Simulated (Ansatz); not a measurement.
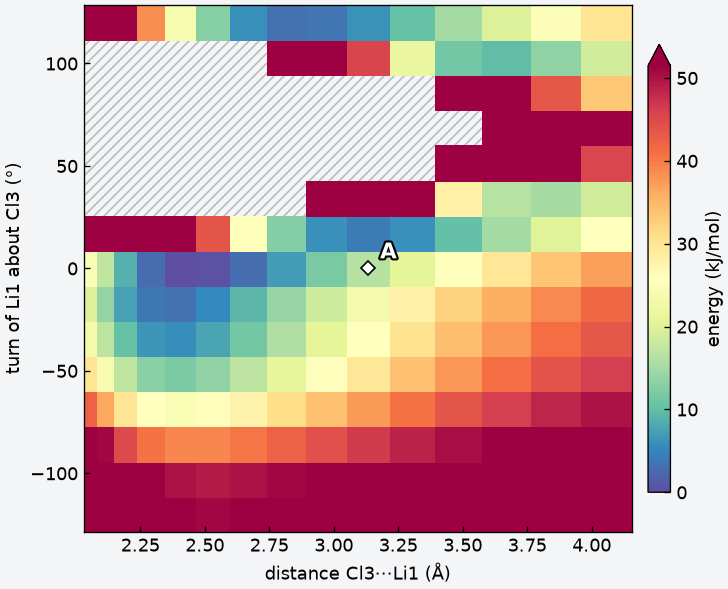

Cl2Li, charge +1. The turn is about an axis along (1.00, 0.03, −0.00) in the frame of the relaxed pair, normal to the line between the partners. The first coordinate is: distance Cl3···Li1; the second: turn of Li1 about Cl3. Grid: 15 × 15 points. At 49 points there is no value (left out of the scan, as a rule where atoms come close). Points are written as (first, second). All energies are given in kJ/mol relative to the lowest grid point. The calculation used RKS r2SCAN0-D4/def2-TZVPD in Ansatz 0.2.0.

The picture shows one coloured cell a grid point, one colour for all values above the top of the scale, hatched blanks where no value was computed, the point A.

Question: Is A at rest? If not, where is it pushed?

Answer: A, at (3.134 Å, 0.0°), is not a stationary point. The computed force is 24 kJ/mol for each Å towards smaller values of distance Cl3···Li1 and 0.65 kJ/mol for each degree towards larger values of turn of Li1 about Cl3.
